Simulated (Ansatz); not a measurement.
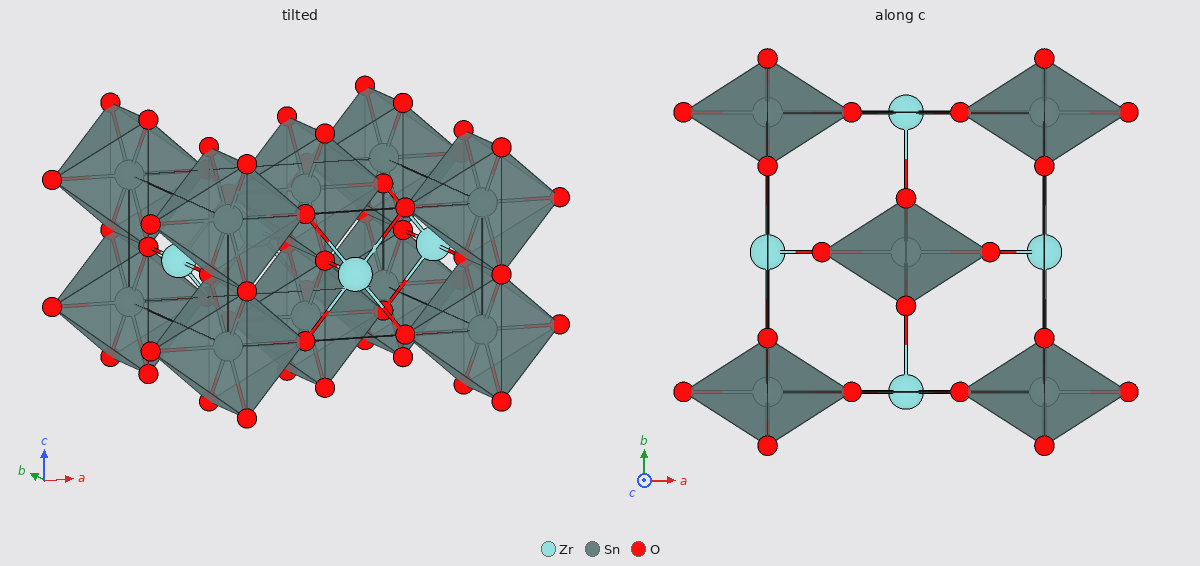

Crystal structure, polyhedral style, seen slightly off an axis and along the c axis. The frame is the conventional unit cell; atoms at its boundary are shown with their periodic copies. Some neighbours outside the box are added.

ZrSnO$_{4}$, space group Cmmm (No. 65), a = 6.799 Å, b = 6.866 Å, c = 3.218 Å, α = 90.00°, β = 90.00°, γ = 90.00°. The initial geometry was a structure type filled with these elements by a generator (whether the compound takes this form wasn't checked). Earlier steps of the study, as a rule a relaxation of our own, may have changed the cell and positions, so they can lie some per cent off the listed ones. A calculation with Ansatz used it as input.

This one geometry was computed with Ansatz (DFT, plane waves, PAW) at five levels of theory: r2SCAN, PBE0, HSE06, PBE and PBE with spin-orbit coupling. It was relaxed beforehand with r2SCAN.

Q: Which level gives the highest pressure at this volume, and what does that say about its equilibrium volume?

A: Highest: PBE (5.3 GPa) and PBE with spin-orbit coupling (5.3 GPa), which points to the largest equilibrium volume. Lowest, with the smallest volume: PBE0 (-1.8 GPa) and HSE06 (-1.8 GPa). Levels within 0.5 GPa of each other can't be told apart.

Q: How does the band gap change with the level of theory?

A: PBE: a gap of 2.24 eV, direct; PBE with spin-orbit coupling: a gap of 2.25 eV, direct; r2SCAN: a gap of 2.84 eV, direct; HSE06: a gap of 3.89 eV, direct; PBE0: a gap of 4.64 eV, direct.

Q: Collect the results in a table.

A:
| level | cutoff (eV) | k-mesh of the run's cell | gap (eV) | pressure (GPa) |
| --- | --- | --- | --- | --- |
| r2SCAN | 500 | 6×6×8 | 2.84 | 0.0 |
| PBE0 | 420 | 4×4×4 | 4.64 | -1.8 |
| HSE06 | 420 | 4×4×4 | 3.89 | -1.8 |
| PBE | 420 | 6×6×8 | 2.24 | 5.3 |
| PBE with spin-orbit coupling | 420 | 6×6×8 | 2.25 | 5.3 |

Gaps are taken on the k-mesh or band path of each run.
